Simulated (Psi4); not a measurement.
Intermolecular potential of H2 ··· Br- (SMILES [H][H] and [Br-]) (charge -1), singlet. Monomers: optimised at B3LYP-D3(BJ) (def2-TZVP), held rigid. Orientation: lowest of the rigid-body minima from ten starts at GFN2-xTB. The monomers approach along the line of their centres of mass (distance R); nothing else relaxes.

Levels: SAPT0/jun-cc-pVDZ, frozen core (Psi4); PBE/def2-TZVPD, counterpoise-corrected (Psi4); PBE0/def2-TZVPD, counterpoise-corrected (Psi4); wB97X-D/def2-TZVPD, counterpoise-corrected (Psi4); MP2/aug-cc-pVTZ = Psi4 1.11 with DF-MP2/aug-cc-pVTZ, frozen core, counterpoise-corrected; CCSD(T)/aug-cc-pVDZ = DF-CCSD(T)/aug-cc-pVDZ, frozen core, counterpoise-corrected run with Psi4.

Cost and agreement with CCSD(T)/aug-cc-pVDZ over the 12 points of the scan, with CCSD(T)/aug-cc-pVDZ as yardstick. Costs are rough ratios of core time within Psi4 on shared cores, each with its mean field (Kohn-Sham runs search longer for lower solutions than correlated ones do); the miss is the largest difference from CCSD(T) of the interaction energy, in kJ/mol.

Which is the cheapest of these levels that stays within 6.4 kJ/mol of CCSD(T)/aug-cc-pVDZ?

SAPT0/jun-cc-pVDZ.

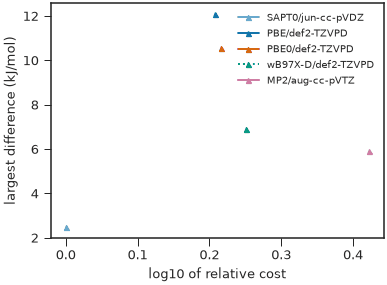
Figure: Miss against cost, one point a level.

| level | relative cost | largest difference |
|---|---|---|
| SAPT0/jun-cc-pVDZ | 1 | 2.48 |
| PBE/def2-TZVPD | 2 | 12.09 |
| PBE0/def2-TZVPD | 2 | 10.58 |
| wB97X-D/def2-TZVPD | 2 | 6.91 |
| MP2/aug-cc-pVTZ | 3 | 5.90 |

Costs within a factor of two of each other count as equal.
